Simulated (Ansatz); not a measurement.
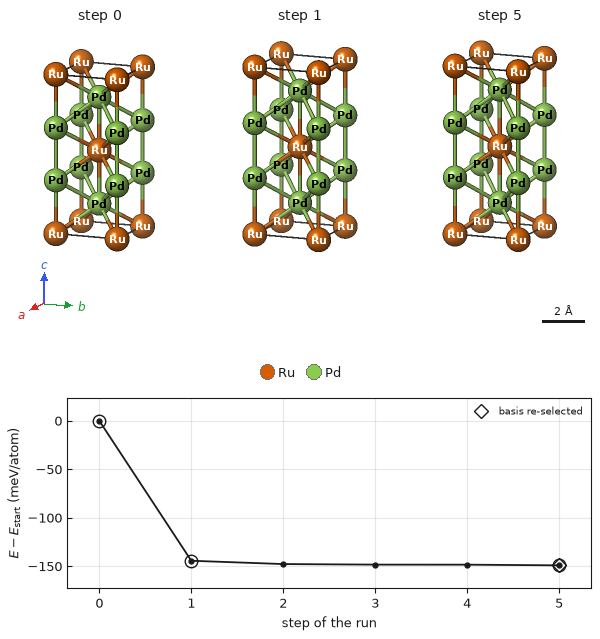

Frames of a relaxation of a crystal of Pd₂Ru (built on the MoSi2 (C11b)_139 type) (coarse preliminary run), marked on the history of the run. Style: ball-and-stick. Shown: the conventional cell (2 times the calculation's cell), slightly off an axis. Lengths and directions refer to the drawn axes.

Case: MoSi2 (C11b) type (I4/mmm, No. 139).

Level of theory: DFT PBE, scalar-relativistic, plane waves, PAW (Ansatz 0.2.0).

Input file:
```yaml
crystal:
  lattice:
    - [-1.5973529709, 1.5973529709, 3.9185065068]
    - [1.5973529709, -1.5973529709, 3.9185065068]
    - [1.5973529709, 1.5973529709, -3.9185065068]
  atoms:
    - { symbol: Ru, position: [0.0, 0.0, 0.0] }
    - { symbol: Pd, position: [0.665, 0.665, 0.0] }
    - { symbol: Pd, position: [0.335, 0.335, 0.0] }
basis:
  ecutwfc: 420
kpoints:
  mp_grid: { grid: [8, 8, 8] }
hamiltonian:
  xc: pbe
scf:
  occupations: { method: gaussian, width: 0.1 }
  lower_state_search: "off"
output:
  forces: true
  stress: true
  eigenvalues: true
relax:
  adjacent_minimum: "off"
  f_tol: 0.04
  max_steps: 70
  cell: { stress_tol: 0.4 }
```

Run as
```bash
ansatz run input.yaml --threads 1 --pin off --max-ram 2560MiB --backend cpu --events-out ev --progress --plain --runs-dir out
```

> What happens along the run?

Over 4 accepted moves (5 points after the start) the energy falls by 149 meV per atom. Largest force component: 0.029 eV/Å at the start, 0.0015 eV/Å at the end. The pressure goes from 32.24 to 0.00 GPa. At 1 point the geometry stayed and the basis and grid were re-selected for the new cell (energy shift of 0.7 meV per atom at most each time). The largest moves relative to the cell, 0.012 Å, are those of Pd2 and Pd3. Pd3 goes along +c. Ru stays in place. The drawn cell changes as follows: a = b 3.195 → 3.294 Å (+3.1 %), c 7.837 → 8.265 Å (+5.5 %); the volume changes by +12.1 %. Some distances before and after: Ru1–Pd2 2.625 → 2.781 Å, Pd2–Pd3 2.586 → 2.702 Å, Pd2–Pd3 (another image) 2.623 → 2.733 Å, Ru1–Pd2 (another image) 2.603 → 2.693 Å. The space group stays I4/mmm (No. 139). From step 0 to 1: volume +14.0 %, energy −144 meV per atom. From step 1 to 5: volume −1.7 %, energy −4.7 meV per atom.

| step | E − E(0), meV/atom | largest force component, eV/Å | pressure, GPa | volume, Å³/atom | note |
| --- | --- | --- | --- | --- | --- |
| 0 | 0.00 | 0.0294 | 32.24 | 13.331 |  |
| 1 | -144.27 | 0.1163 | -3.22 | 15.199 |  |
| 2 | -147.68 | 0.0787 | -0.71 | 15.001 |  |
| 3 | -148.25 | 0.0322 | 0.22 | 14.929 |  |
| 4 | -148.30 | 0.0013 | -0.01 | 14.946 |  |
| 5 | -149.01 | 0.0015 | 0.00 | 14.946 | same geometry, new basis |
